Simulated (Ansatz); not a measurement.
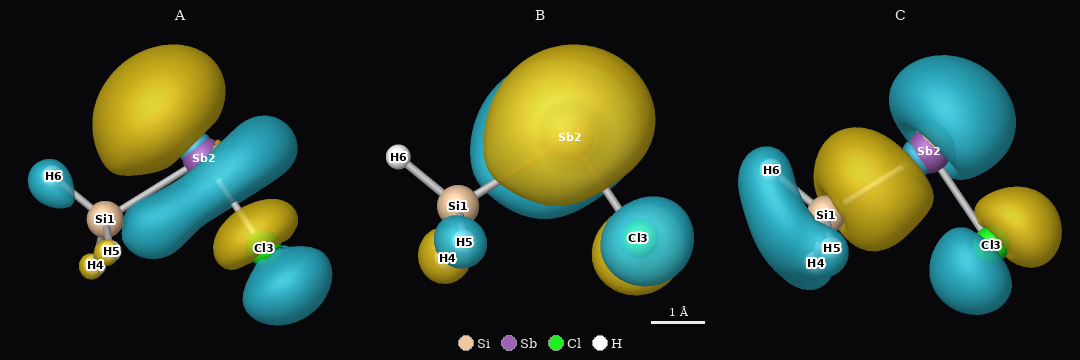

Figure 1: ClH$_{3}$SbSi (SMILES [SiH3][Sb][Cl]) (doublet). Three frontier orbitals at ±0.08 Å⁻³ᐟ² (yellow and cyan are the two phases), in no order.

Geometry: PBE0-D4/def2-TZVP; core potentials replace the inner electrons of Sb.

The calculation used UKS PBE0-D4/def2-TZVPP in Ansatz.

The calculation's input:

```
crystal:
  periodic: [false, false, false]
  atoms:
    - {symbol: Si, position_ang: [-0.560927, 0.386973, -0.252712]}
    - {symbol: Sb, position_ang: [1.787927, 0.351657, 0.807645]}
    - {symbol: Cl, position_ang: [1.850233, -2.005800, 0.766634]}
    - {symbol: H, position_ang: [-0.519272, -0.264600, -1.587359]}
    - {symbol: H, position_ang: [-1.518576, -0.334282, 0.624903]}
    - {symbol: H, position_ang: [-0.997385, 1.802153, -0.405410]}
basis:
  gaussian: {orbitals: def2-TZVPP}
magnetization: {spin_polarized: true, initial_magnetization: 1}
hamiltonian: {xc: pbe0, dispersion: d4}
output: {orbitals: {seedname: orbitals}}
```

Run with:

```sh
ansatz run in.yaml --threads 4 --pin off --events-out ev --progress --plain --max-ram 10444MiB
```

### Which picture is the HOMO−1, the HOMO and the LUMO? All are α orbitals.

C is the HOMO−1 (α) (−7.48 eV). By Hirshfeld shares it lies mainly on Sb2 (about 45 %), Si1 (about 25 %) and Cl3 (about 20 %). B is the HOMO (α) (−6.35 eV). By Hirshfeld shares it lies mainly on Sb2 (about 80 %) and Cl3 (about 15 %). A is the LUMO (α) (−1.85 eV). By Hirshfeld shares it lies mainly on Sb2 (about 65 %), Cl3 (about 25 %) and Si1 (about 10 %).

### What is the gap between the highest occupied and lowest empty α orbitals?

4.50 eV between the orbital energies.
